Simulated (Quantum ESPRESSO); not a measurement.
# Effort and miss along a sweep of ecutwfc: MoW (Cmmm, 2 atoms in the cell)

```yaml
crystal:
  lattice:
    - [1.58086, -2.23653, 0.00000]
    - [1.58086, 2.23653, 0.00000]
    - [0.00000, 0.00000, 4.49108]
  atoms:
    - { symbol: Mo, position: [0.00000, 0.00000, 0.00000] }
    - { symbol: W, position: [0.50000, 0.50000, 0.50000] }
```

Computed with PBEsol, GBRV 1.5 ultrasoft (PBESOL) pseudopotentials (plane waves; Quantum ESPRESSO).

Base settings: ecutwfc = 40 Ry; ecutrho = 320 Ry; occupations = smearing; smearing = gauss; degauss = 0.0073499 Ry; potentials = {Mo: mo_pbesol_v1.uspp.F.UPF, W: w_pbesol_v1.2.uspp.F.UPF}; K_POINTS = automatic 13 13 7 1 1 1; conv_thr = 1e-11 Ry; mixing_beta = 0.4.

Misses are taken against the tightest run, 80 Ry (ecutrho: 320 Ry → 640 Ry), which need not be fully converged itself. The energy is the free energy per atom.

The count of work is k-points × plane waves × bands × iterations; it is no time, and leaves out set-up, grids and terms that scale otherwise. Core times come from one kind of shared machine and are given to one figure; runs under 30 s give none.

The starting cell comes from a database of computed structures (which also holds hypothetical and non-ambient phases and stackings), without a prior relaxation at this level. Its lattice was rescaled by a random factor within 2.5 % of one. Spin polarisation is off. In the base run, with a pressure of about -8 GPa the cell is away from its equilibrium volume at this level.

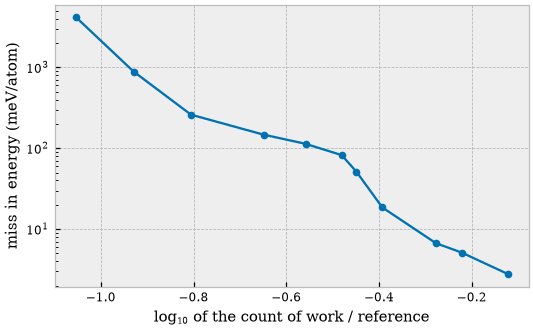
Miss against the count of work; the reference run is not drawn, and misses under 0.1 meV/atom are drawn there.

| ecutwfc | energy less reference (meV/atom) | pressure less reference (GPa) | count of work / reference | core time / reference (rough) |
|---|---|---|---|---|
| 16 Ry (ecutrho: 320 Ry → 128 Ry) | 4163.28 | -171.09 | 0.088 | – |
| 20 Ry (ecutrho: 320 Ry → 160 Ry) | 887.55 | -43.53 | 0.12 | – |
| 24 Ry (ecutrho: 320 Ry → 192 Ry) | 260.42 | -9.36 | 0.16 | 0.1 |
| 28 Ry (ecutrho: 320 Ry → 224 Ry) | 147.28 | -1.95 | 0.22 | 0.2 |
| 32 Ry (ecutrho: 320 Ry → 256 Ry) | 113.53 | -1.42 | 0.28 | – |
| 36 Ry (ecutrho: 320 Ry → 288 Ry) | 82.33 | -1.84 | 0.33 | 0.2 |
| 40 Ry | 51.15 | -1.83 | 0.36 | 0.4 |
| 46 Ry (ecutrho: 320 Ry → 368 Ry) | 18.50 | -1.00 | 0.40 | 0.3 |
| 52 Ry (ecutrho: 320 Ry → 416 Ry) | 6.70 | -0.17 | 0.53 | 0.4 |
| 60 Ry (ecutrho: 320 Ry → 480 Ry) | 5.13 | 0.07 | 0.60 | 0.4 |
| 70 Ry (ecutrho: 320 Ry → 560 Ry) | 2.79 | -0.08 | 0.75 | 0.6 |
| 80 Ry (ecutrho: 320 Ry → 640 Ry) | 0.00 | 0.00 | 1.0 | 1 |

Coarsest setting among those run that, with all tighter ones, holds the energy within 10 meV/atom of the reference: 52 Ry (ecutrho: 320 Ry → 416 Ry), off by 6.7 meV/atom; its saving against the reference is no more than about a factor of 2 in the count of work.

The step from 24 Ry (ecutrho: 320 Ry → 192 Ry) to 40 Ry: it takes the miss in the energy from 260 to 51 meV/atom, for 2.3 times the count of work and roughly 3 times the time.
